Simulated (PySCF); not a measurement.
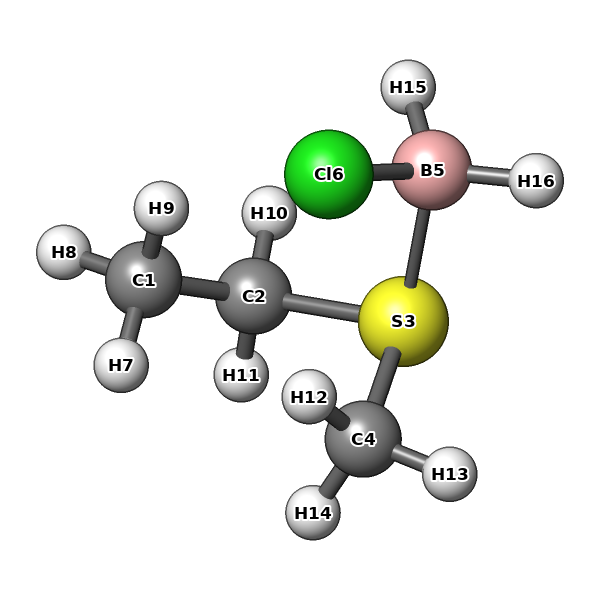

The thickness of each stick grows with its Mayer bond order. The geometry was computed by an optimisation with GFN2-xTB. No frequency run is at hand to confirm it as a minimum. Computed with PBE0/pcSseg-1 (PySCF 2.14.0).

Question. Which bond between heavy atoms has the lowest Mayer bond order?

Answer. S3–B5, 0.61, at 2.014 Å.

List the Mayer bond orders of C1–C2, C2–S3, S3–C4, S3–B5, B5–Cl6 (bonds between heavy atoms, one of each equivalent set).

| bond | Mayer order | length (Å) |
| --- | --- | --- |
| C1–C2 | 1.04 | 1.514 |
| C2–S3 | 0.95 | 1.842 |
| S3–C4 | 0.97 | 1.815 |
| S3–B5 | 0.61 | 2.014 |
| B5–Cl6 | 0.89 | 1.818 |

The geometry is semi-empirical. Around B such bond lengths and angles can be off by a tenth of an ångström or more and by several degrees, and values that hang on the shape move with them.
